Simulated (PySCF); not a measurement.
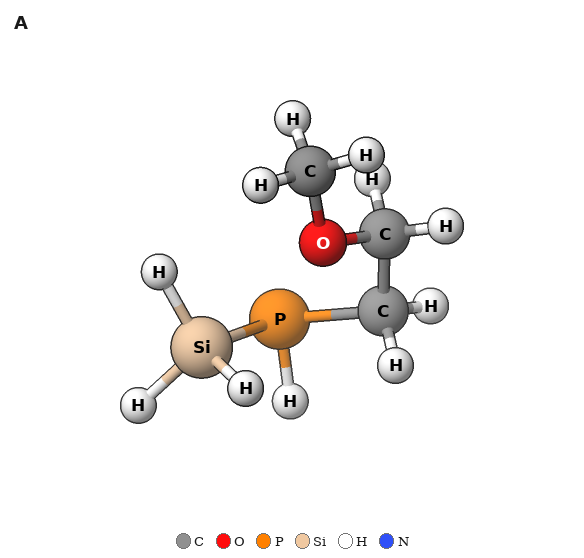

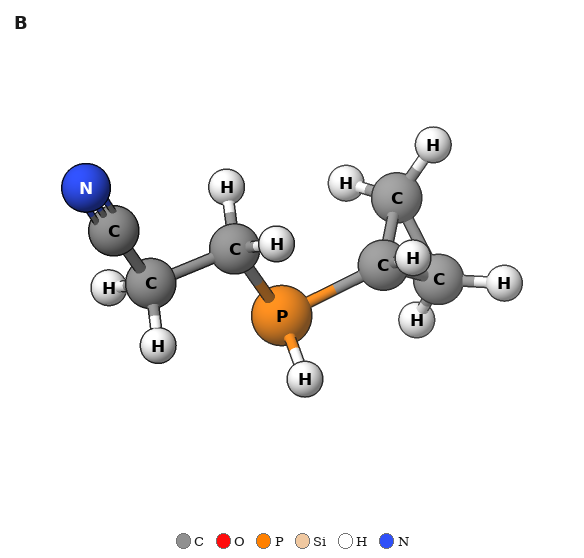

Two related species, optimised with GFN2-xTB; properties computed with PySCF 2.14.0. Both: charge 0, singlet.

Question. What are A and B?

Answer. A is C3H11OPSi (COCCP[SiH3]), B is C6H10NP (N#CCCPC1CC1).

Compare them. With CAM-B3LYP/def2-SVPD: dipole moment (D), HOMO–LUMO gap (eV), HOMO energy (Kohn–Sham orbital) (eV), lowest vertical singlet excitation (eV), mean static polarisability (bohr³). With GFN2-xTB: mean P–C length (Å), mean P–H length (Å).

```json
{"quantity": "dipole moment (D)", "A": "2.57", "B": "3.99"}
{"quantity": "HOMO–LUMO gap (eV)", "A": "9.11", "B": "9.57"}
{"quantity": "HOMO energy (Kohn–Sham orbital) (eV)", "A": "−8.03", "B": "−8.72"}
{"quantity": "lowest vertical singlet excitation (eV)", "A": "5.90", "B": "6.53"}
{"quantity": "mean static polarisability (bohr³)", "A": "96.2", "B": "98.3"}
{"quantity": "mean P–C length (Å)", "A": "1.868", "B": "1.851"}
{"quantity": "mean P–H length (Å)", "A": "1.391", "B": "1.405"}
```

Each is one conformer, and no frequency run is at hand to confirm it as a minimum.

The geometry is semi-empirical. Around P, Si such bond lengths and angles can be off by a tenth of an ångström or more and by several degrees, and values that hang on the shape move with them.
